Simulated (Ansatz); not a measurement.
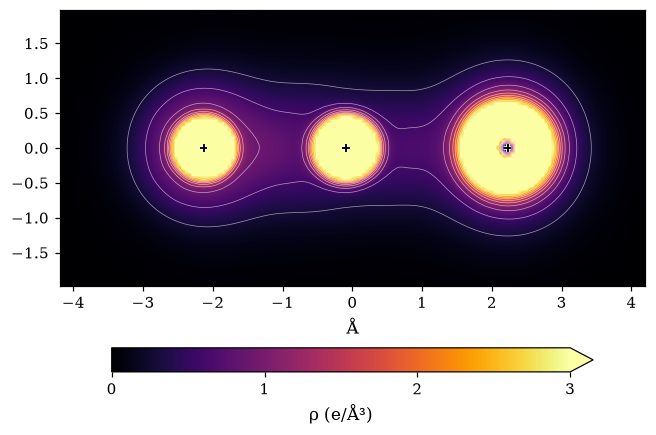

The electron density on a plane through atoms (crosses mark nuclei in the plane).

Level of theory: isolated molecule in a Gaussian basis; Kohn-Sham density functional theory, functional PBE0 (Ansatz).

Candidates:
A. PSiTe (SMILES P#[Si][Te]) (doublet)
B. SSiSn (SMILES [S-][Si]#[Sn]) (charge −1, doublet)
C. HOSi$_{2}$ (SMILES [O-][SiH]=[Si]) (charge −1, triplet)

Q: Which candidate gave the map?

A: Candidate A: PSiTe on a plane that holds the molecular axis, which holds P, Si and Te. Si–P (2.04 Å): ρ at the midpoint is about 0.85 e/Å³. Si–Te (2.31 Å): ρ is about 0.68 e/Å³ halfway.
